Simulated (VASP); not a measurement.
## BW2 under strain

How does the pressure of BW2 answer to a change of volume? The bands are shown for each cell. All runs use LDA. Left out of this account: 1 further run (fields: a reference on another mesh). The start is a cell from a database of measured crystal structures.

Program: VASP 6.6.1. Level of theory: LDA; plane waves and PAW (B, W). Results are calculated unless marked as measured.

## Step 1: Set-up

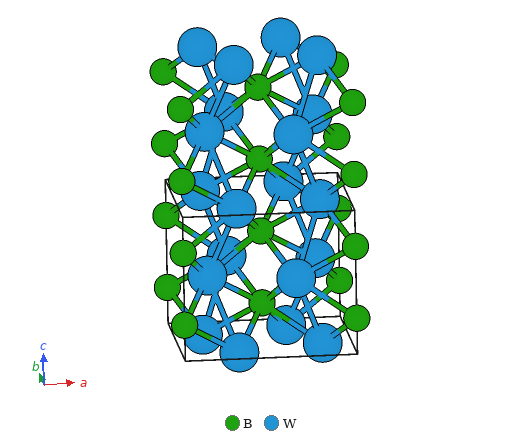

Start, viewed slightly off an axis; boron green, tungsten blue. 1×1×2 cells are drawn. This picture shows the conventional cell, with its axes. Some periodic images of atoms are drawn too.

As a file:

```cif
data_structure
_symmetry_space_group_name_H-M 'P 1'
_symmetry_Int_Tables_number 1
_cell_length_a 4.5965
_cell_length_b 4.5965
_cell_length_c 4.5965
_cell_angle_alpha 105.444
_cell_angle_beta 105.444
_cell_angle_gamma 117.865
_cell_volume 73.54
loop_
_atom_site_label
_atom_site_type_symbol
_atom_site_fract_x
_atom_site_fract_y
_atom_site_fract_z
_atom_site_occupancy
B1 B 0.25000 0.25000 0.00000 1
B2 B 0.75000 0.75000 0.00000 1
W3 W 0.66920 0.16920 0.83840 1
W4 W 0.16920 0.33080 0.50000 1
W5 W 0.33080 0.83080 0.16160 1
W6 W 0.83080 0.66920 0.50000 1
```

## Step 2: Bands, cell as listed

Levels along the symmetry lines show where the bands peak and cross; KPOINTS_OPT computes them in the converged potential. LDA, the lowest rung, knows the local density alone.

INCAR

```
SYSTEM = BW2
PREC = Accurate
ENCUT = 420
EDIFF = 1E-06
NELM = 100
ISMEAR = -1
SIGMA = 0.05
LREAL = .FALSE.
ALGO = Normal
GGA = CA
NBANDS = 31
LASPH = .TRUE.
LORBIT = 11
LWAVE = .FALSE.
LCHARG = .FALSE.
KPAR = 4
```

POSCAR

```
BW2
1.0
   -2.7840000000      2.7840000000      2.3720000000
    2.7840000000     -2.7840000000      2.3720000000
    2.7840000000      2.7840000000     -2.3720000000
B W
2 4
Direct
    0.2500000000      0.2500000000      0.0000000000
    0.7500000000      0.7500000000      0.0000000000
    0.6692000000      0.1692000000      0.8384000000
    0.1692000000      0.3308000000      0.5000000000
    0.3308000000      0.8308000000      0.1616000000
    0.8308000000      0.6692000000      0.5000000000
```

KPOINTS

```
Automatic mesh
0
Gamma
8 8 8
0 0 0
```

KPOINTS_OPT

```
Line mode
16
Line-mode
Reciprocal
  0.00000000   0.00000000   0.00000000 GAMMA
  0.00000000   0.00000000   0.50000000 X

  0.00000000   0.00000000   0.50000000 X
 -0.50000000   0.50000000   0.50000000 M

 -0.50000000   0.50000000   0.50000000 M
  0.00000000   0.00000000   0.00000000 GAMMA

  0.00000000   0.00000000   0.00000000 GAMMA
  0.43148090   0.43148090  -0.43148090 Z

  0.43148090   0.43148090  -0.43148090 Z
  0.25000000   0.25000000   0.25000000 P

  0.25000000   0.25000000   0.25000000 P
  0.00000000   0.50000000   0.00000000 N

  0.00000000   0.50000000   0.00000000 N
 -0.43148090   0.56851910   0.43148090 Z1

 -0.43148090   0.56851910   0.43148090 Z1
 -0.50000000   0.50000000   0.50000000 M

  0.00000000   0.00000000   0.50000000 X
  0.25000000   0.25000000   0.25000000 P
```

PAW data sets: B and W (LDA family, release 64).

Run with:

```
mpirun -np 4 vasp_std
```

The log of the run:

```text
[banner, memory and clock lines left out]
running    4 mpi-ranks, on    1 nodes
 distrk:  each k-point on    1 cores,    4 groups
 distr:  one band on    1 cores,    1 groups

 POSCAR found type information on POSCAR B W
 POSCAR found :  2 types and       6 ions
 LDA part: xc-table for (Slater(with rela. corr.)+CA(PZ))
 , standard interpolation
 POSCAR, INCAR and KPOINTS ok, starting setup
 FFT: planning ... GRIDC
 FFT: planning ... GRID_SOFT
 FFT: planning ... GRID
 WAVECAR not read
 entering main loop
       N       E                     dE             d eps       ncg     rms          rms(c)
DAV:   1     0.547655539097E+02    0.54766E+02   -0.11356E+04  3658   0.733E+02
DAV:   2    -0.731899459575E+02   -0.12796E+03   -0.11805E+03  4316   0.197E+02
DAV:   3    -0.789247268413E+02   -0.57348E+01   -0.55183E+01  4843   0.358E+01
DAV:   4    -0.789862028647E+02   -0.61476E-01   -0.61281E-01  4119   0.380E+00
DAV:   5    -0.789867036187E+02   -0.50075E-03   -0.50048E-03  4810   0.283E-01    0.497E+01
DAV:   6    -0.740648961577E+02    0.49218E+01   -0.64331E+00  4616   0.142E+01    0.195E+01
DAV:   7    -0.735441684505E+02    0.52073E+00   -0.19834E+00  4144   0.609E+00    0.790E+00
DAV:   8    -0.734493443673E+02    0.94824E-01   -0.18485E-01  4575   0.186E+00    0.500E-01
DAV:   9    -0.734446080253E+02    0.47363E-02   -0.15041E-02  4298   0.505E-01    0.389E-01
DAV:  10    -0.734436644518E+02    0.94357E-03   -0.16489E-03  4516   0.175E-01    0.473E-02
DAV:  11    -0.734436501109E+02    0.14341E-04   -0.10493E-04  4329   0.480E-02    0.189E-02
DAV:  12    -0.734436504810E+02   -0.37010E-06   -0.77160E-06  4318   0.114E-02
   1 F= -.73443650E+02 E0= -.73426611E+02  d E =-.340797E-01
 Start KPOINTS_OPT (optional k-point list driver)
k-point batch [1-59\144]
       N       E                     dE             ncg
DAV:   1     0.149835726440E+05   -0.13975E+05     3658
DAV:   2     0.761091955274E+04   -0.73727E+04     4330
DAV:   3     0.728208960371E+04   -0.32883E+03     4701
DAV:   4     0.727853220506E+04   -0.35574E+01     4224
DAV:   5     0.727849941317E+04   -0.32792E-01     4700
DAV:   6     0.727849875095E+04   -0.66223E-03     4214
DAV:   7     0.727849873016E+04   -0.20789E-04     4247
DAV:   8     0.727849872936E+04   -0.79550E-06     3000
[...]
k-point batch [119-144\144]
       N       E                     dE             ncg
DAV:   1     0.344453292969E+05   -0.14896E+05     1612
DAV:   2     0.311516920495E+05   -0.32936E+04     1948
DAV:   3     0.310132883302E+05   -0.13840E+03     1983
DAV:   4     0.310120425396E+05   -0.12458E+01     1805
DAV:   5     0.310120309982E+05   -0.11541E-01     2045
DAV:   6     0.310120307614E+05   -0.23675E-03     1823
DAV:   7     0.310120307540E+05   -0.74448E-05     1822
DAV:   8     0.310120307537E+05   -0.24420E-06     1350
```

Elapsed: 29 s, on 4 MPI ranks of Intel Xeon 6975P-C (Granite Rapids), shared host; peak memory 1 GiB; 1.7 min of CPU time.

Lines that name or quote the potential files are left out of all logs, and their timing lines are given in words.

Parts of OUTCAR (step 2):

```text
ion  position               nearest neighbor table
   1  0.250  0.250  0.000-   3 2.38   4 2.38   5 2.38   6 2.38   6 2.38   5 2.38   4 2.38   3 2.38

  LATTYP: Found a body centered tetragonal cell.
 ALAT       =     5.5680000000
 C/A-ratio  =     0.8520114943

 Subroutine GETGRP returns: Found 16 space group operations
 (whereof  8 operations were pure point group operations)

The static configuration has the point symmetry C_4h.
 The point group associated with its full space group is D_4h.

 Found     59 irreducible k-points:

   k-points           NKPTS =     59   k-points in BZ     NKDIM =     59   number of bands    NBANDS=     31

   dimension x,y,z NGX =    32 NGY =   32 NGZ =   32
   dimension x,y,z NGXF=    64 NGYF=   64 NGZF=   64

   ENCUT  =  420.0 eV  30.87 Ry    5.56 a.u.   7.68  7.68  7.68*2*pi/ulx,y,z

   NELECT =      30.0000    total number of electrons

 k-points in reciprocal lattice and weights: Automatic mesh
   0.00000000  0.00000000  0.00000000       0.002
   0.12500000  0.00000000  0.00000000       0.016
   0.25000000  0.00000000  0.00000000       0.016
   0.37500000  0.00000000 -0.00000000       0.016
   0.50000000  0.00000000  0.00000000       0.008
   0.12500000  0.12500000  0.00000000       0.016
   0.25000000  0.12500000 -0.00000000       0.031
   0.37500000  0.12500000  0.00000000       0.031
   0.50000000  0.12500000  0.00000000       0.031
[...]
-0.37500000 -0.37500000  0.37500000       0.004
   0.50000000  0.50000000  0.50000000       0.002

 average (electrostatic) potential at core
       1 -29.8225       2 -29.8225       3 -37.6445       4 -37.6445       5 -37.6445
       6 -37.6445

 E-fermi :   8.3814

 k-point     1 :       0.0000    0.0000    0.0000
  band No.  band energies     occupation
    ...
     11       5.1379      2.00000
     12       5.6418      2.00000
     13       6.8979      2.00000
     14       7.2918      2.00000
     15       8.3734      1.08042
     16       9.0895      0.00000
     17       9.0895      0.00000
     18       9.7580      0.00000
     19      10.7728      0.00000
     20      10.7728      0.00000
    ...

 k-point     2 :       0.1250    0.0000    0.0000
  band No.  band energies     occupation
    ...
     11       5.4229      2.00000
     12       6.0431      2.00000
     13       6.7456      2.00000
     14       7.1273      2.00000
     15       8.2867      1.73880
     16       8.9578      0.00002
     17       9.2111      0.00000
     18      10.1518      0.00000
     19      10.5713      0.00000
     20      10.6903      0.00000
    ...

 k-point     3 :       0.2500    0.0000    0.0000
  band No.  band energies     occupation
    ...
     11       5.4268      2.00000
     12       6.3387      2.00000
     13       6.5873      2.00000
     14       6.7452      2.00000
     15       8.0266      1.99835
     16       9.1849      0.00000
     17       9.5949      0.00000
     18      10.2150      0.00000
     19      10.6552      0.00000
     20      10.8257      0.00000
    ...

  Total       -4.8791421     -4.8791421     -4.3900938      0.0000000     -0.0000000      0.0000000
  in kB     -106.3018725   -106.3018725    -95.6469767      0.0000000     -0.0000000      0.0000000
  external PRESSURE =    -102.7502406 kB  Pullay stress =       0.0000000 kB

  energy-cutoff  :      420.00
  volume of cell :       73.54
      direct lattice vectors                 reciprocal lattice vectors
    -2.784000000  2.784000000  2.372000000     0.000000000  0.179597701  0.210792580
     2.784000000 -2.784000000  2.372000000     0.179597701  0.000000000  0.210792580
     2.784000000  2.784000000 -2.372000000     0.179597701  0.179597701  0.000000000

 POSITION                                       TOTAL-FORCE (eV/Angst)
 -----------------------------------------------------------------------------------
      0.00000      0.00000      1.18600        -0.000000      0.000000     -0.000000
      0.00000      0.00000      3.55800         0.000000      0.000000     -0.000000
      0.94211      3.72611      0.00000         0.138083      0.138083     -0.000000
      1.84189      0.94211     -0.00000        -0.138083      0.138083     -0.000000
      1.84189     -0.94211      2.37200        -0.138083     -0.138083      0.000000
      0.94211      1.84189      2.37200         0.138083     -0.138083     -0.000000
 -----------------------------------------------------------------------------------
    total drift:                               -0.000000      0.000000      0.000000

  FREE ENERGIE OF THE ION-ELECTRON SYSTEM (eV)
  ---------------------------------------------------
  free  energy   TOTEN  =       -73.4436504810 eV

  energy  without entropy=      -73.4095708126  energy(sigma->0) =      -73.42661065

 total charge
# of ion       s       p       d       tot
------------------------------------------
    1        0.668   1.148   0.000   1.816
    2        0.668   1.148   0.000   1.816
    3        0.637   0.761   4.282   5.680
    4        0.637   0.761   4.282   5.680
    5        0.637   0.761   4.282   5.680
    6        0.637   0.761   4.282   5.680
--------------------------------------------------
tot          3.884   5.341  17.126  26.351

[... 3 further parts left out ...]
```

Spin-orbit coupling is off here; with elements this heavy it splits and shifts levels by tenths of an eV or more. At this level the cell is under a tension of 10.3 GPa, so at these settings it is away from equilibrium. The data set W keeps the semicore shell frozen, which is cheaper and a little less accurate.

Numbers from this step:

```yaml
electronic_steps: 12
electrons: 30
bands: 31
irreducible_k_points: 59
symmetry_operations: 16
free_energy_toten: -73.4437 eV
energy_at_zero_smearing: -73.4266 eV
fermi_energy: 8.381 eV
pressure: -10.28 GPa
metallic: yes
```

The electronic bands at the labelled points (eV, zero at the Fermi level; # counts the bands kept):

```
    point    #12    #13    #14    #15    #16    #17   #18   #19
        Γ  -2.74  -1.48  -1.09  -0.01   0.71   0.71  1.38  2.39
        X  -2.21  -1.22  -0.55  -0.55   0.35   0.38  0.72  2.75
        M  -1.90  -1.90  -1.86  -1.06   0.04   0.04  0.16  1.41
        Γ  -2.74  -1.48  -1.09  -0.01   0.71   0.71  1.38  2.39
        Z  -1.87  -1.87  -1.32  -0.87  -0.35  -0.35  0.56  0.92
        P  -3.20  -2.05  -2.05   0.11   0.11   1.45  1.45  2.58
        N  -2.91  -1.67  -1.67   0.29   0.29   1.92  1.92  2.51
       Z1  -1.87  -1.87  -1.32  -0.87  -0.35  -0.35  0.56  0.92
        M  -1.90  -1.90  -1.86  -1.06   0.04   0.04  0.16  1.41
jump to X  -2.21  -1.22  -0.55  -0.55   0.35   0.38  0.72  2.75
        P  -3.20  -2.05  -2.05   0.11   0.11   1.45  1.45  2.58
```

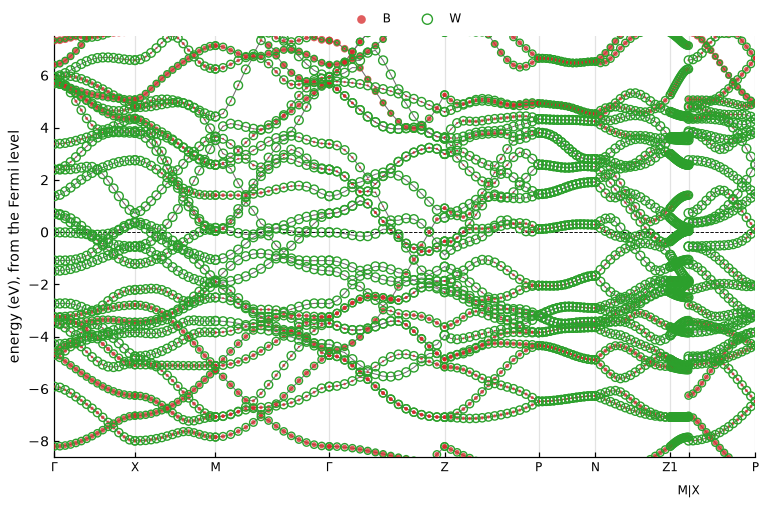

Electronic bands along the path; dots are coloured as in the legend, and their area grows with the weight.

Force by atom:

```
atom  x (eV/Å)  y (eV/Å)  z (eV/Å)   size
  B1     0.000     0.000     0.000  0.000
  B2     0.000     0.000     0.000  0.000
  W3     0.138     0.138     0.000  0.195
  W4    -0.138     0.138     0.000  0.195
  W5    -0.138    -0.138     0.000  0.195
  W6     0.138    -0.138     0.000  0.195
```

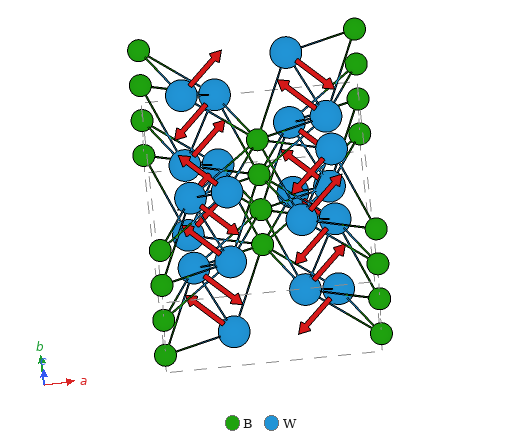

Force as arrows, the longest 0.195 eV/Å. 1×1×2 conventional cells are drawn. Some periodic images of atoms are drawn too.

There is no gap at this level.

(Continued in part 2 of 4.)

[Lines on the potential files, build, host, timing and source positions are cut from VASP's logs without a mark.]

[Logs are printed without paths, hosts, clocks, repeated set-up lines and the standing remarks that a program may print on its own settings, such as how far it seeks lower states.]

[Hosts, paths, dates, database ids (printed as entryN), source tags and the programs' standing remarks are cut or masked in the printed files.]

[A measured line is paired with the nearest computed mode of its activity, which favours agreement.]

[In band tables of VASP the shares of atoms and orbitals are scaled to a sum of 1 inside the atoms' spheres.]
